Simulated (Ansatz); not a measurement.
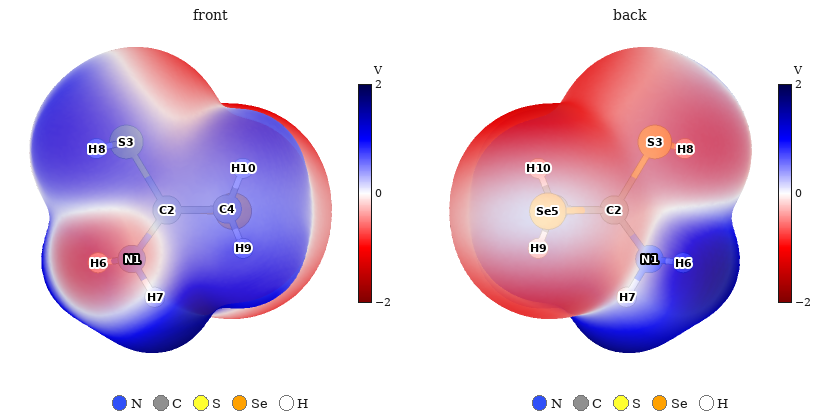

C2H5NSSe. The molecular electrostatic potential painted on the density surface at 0.001 e/bohr³, seen from the front and from behind; the colour scale runs from red (negative) to blue (positive).

The calculation used RKS B3LYP-D4/def2-mTZVP (Ansatz).

```yaml
atoms:
  - { symbol: N, position_ang: [-0.4488, -0.0227, 1.2680] }
  - { symbol: C, position_ang: [0.2146, 0.1418, 0.0529] }
  - { symbol: S, position_ang: [2.0000, -0.1373, 0.1521] }
  - { symbol: C, position_ang: [-0.4906, -0.1337, -1.1954] }
  - { symbol: Se, position_ang: [-0.1310, 1.8311, -1.1703] }
  - { symbol: H, position_ang: [-0.0279, 0.5066, 2.0234] }
  - { symbol: H, position_ang: [-1.4426, 0.1754, 1.2128] }
  - { symbol: H, position_ang: [1.9002, -1.3564, 0.7510] }
  - { symbol: H, position_ang: [-1.5404, -0.3955, -1.1222] }
  - { symbol: H, position_ang: [0.0498, -0.6604, -1.9693] }
```

Where is the surface potential most negative and most positive?

The most negative region (about −1.1 V, or −25 kcal/mol for a unit charge) lies over Se5, the most positive (about +1.7 V, or +39 kcal/mol for a unit charge) over H7.
